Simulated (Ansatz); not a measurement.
## Electronic structure of F2Si···HF in real space

Input file:

```
crystal:
  periodic: [false, false, false]
  atoms:
    - { symbol: Si, position_ang: [-0.791878, -2.6e-05, 0.184541] }
    - { symbol: H, position_ang: [1.488538, 0.00021, 1.563727] }
    - { symbol: F, position_ang: [1.931525, -0.000221, 0.753317] }
    - { symbol: F, position_ang: [-0.753791, 1.249776, -0.854191] }
    - { symbol: F, position_ang: [-0.753694, -1.24974, -0.854293] }
basis:
  gaussian: { orbitals: def2-SVP }
hamiltonian:
  xc: pbe0
relax:
  f_tol: 0.03
  max_steps: 50
output:
  orbitals: {}
```

Launched as:

```sh
ansatz run input.yaml --threads 1 --pin off --max-ram 2048MiB --backend cpu --events-out ev --progress --plain --runs-dir out
```

The fields are those of the run's last geometry, not of the input's.

Level of theory: RKS PBE0/def2-SVP (Ansatz 0.2.0).

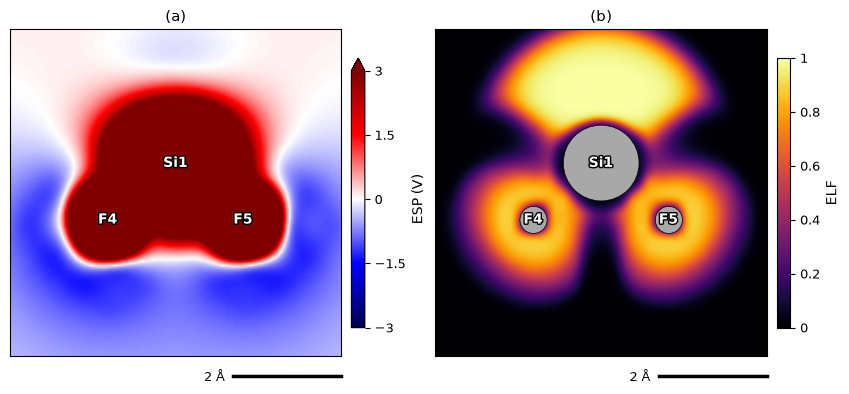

Figure 1. (a) molecular electrostatic potential; (b) electron localisation function on the plane of atoms F4, Si1 and F5. Grey discs cover the atomic cores in the ELF map.

### Read the bonding off the picture.

The plane passes through Si and F nuclei. Si–F (1.63 Å): the ELF peaks at about 0.85 in the valence shell of F, 0.6 Å from its nucleus, and is about 0.45 at the midpoint. The ELF also peaks beside F4, F5 and Si1, away from the bonds: lone-pair regions. Outside the dense part of the complex the potential is most negative (−1.4 V) near F4 and F5.

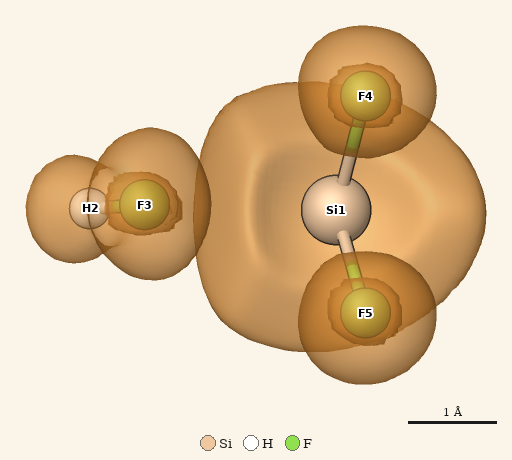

Figure 2. Isosurface of the ELF at 0.75 (orange), seen across its widest extent. Core shells and regions of very low density are left out.

### Describe the localisation domains.

The ELF exceeds this value in one lobe on Si, pointing away from the bonds (lone pairs), two regions wrapped around F (its lone pairs, merged into a ring or cap) and one joined region spread over several atoms (F, H), in which their bonds and any lone pairs are merged.


Si1···F3 (2.39 Å): the ELF is about 0.20 at the midpoint.

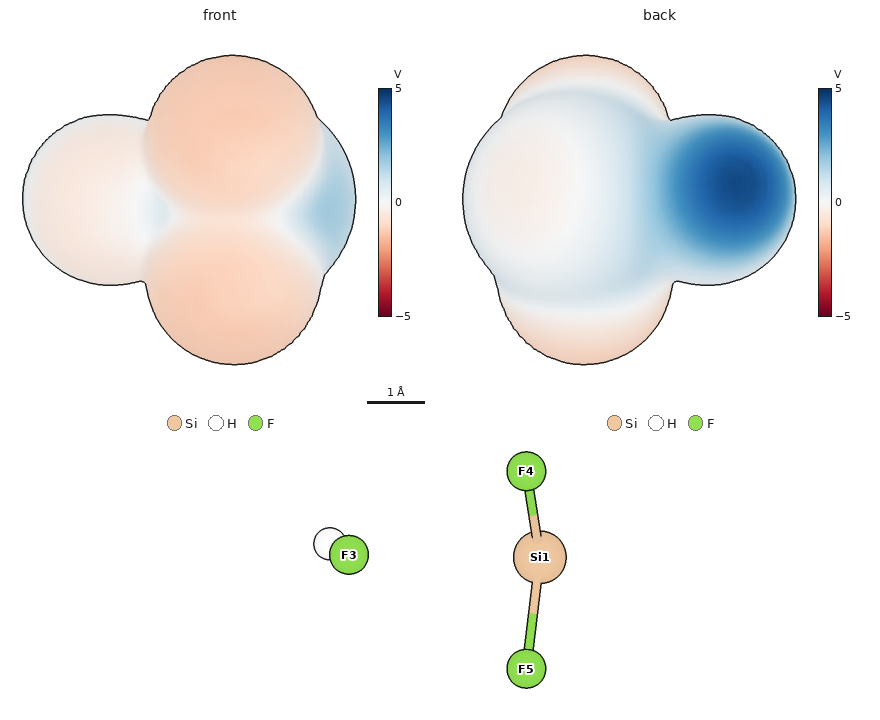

Figure 3. The molecular electrostatic potential painted on the density surface at 0.002 e/bohr³, seen from the front and from behind; red is negative and blue positive. The bare structure is drawn below in the same view.

### Describe the electrostatic potential map.

The most negative region (about −1.3 V, or −30 kcal/mol for a unit charge) lies over F4 and F5, the most positive (about +4.4 V, or +101 kcal/mol for a unit charge) over H2.

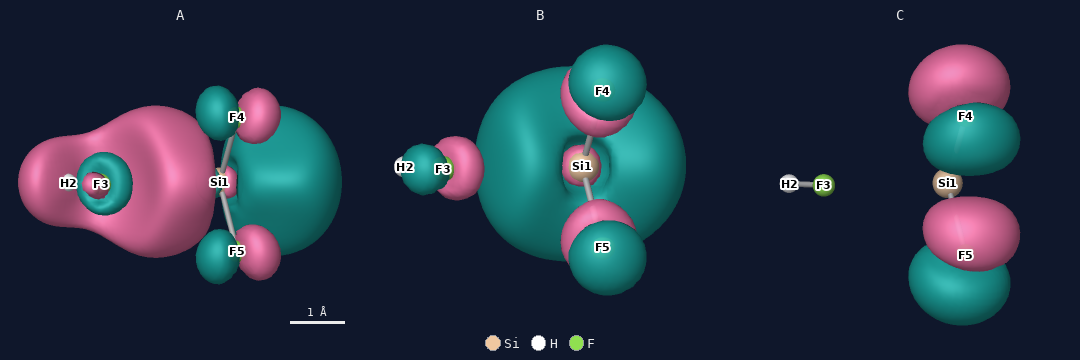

Figure 4. Three frontier orbitals at ±0.1 Å⁻³ᐟ² (teal and pink are the two phases), in no order.

### Which picture is the HOMO−1, the HOMO and the LUMO?

C is the HOMO−1 (−11.06 eV). By Hirshfeld shares it lies mainly on F4 (about 45 %) and F5 (about 45 %); largely a combination of lone pairs on F4 and F5. B is the HOMO (−7.57 eV). By Hirshfeld shares it lies mainly on Si1 (about 75 %), F4 (about 10 %) and F5 (about 10 %). A is the LUMO (−1.05 eV). Its weight (Hirshfeld) is mainly on Si1 (about 70 %), F3 (about 10 %), H2 (about 10 %), F4 (about 5 %) and F5 (about 5 %).

### What is the HOMO–LUMO gap?

6.52 eV between the orbital energies.
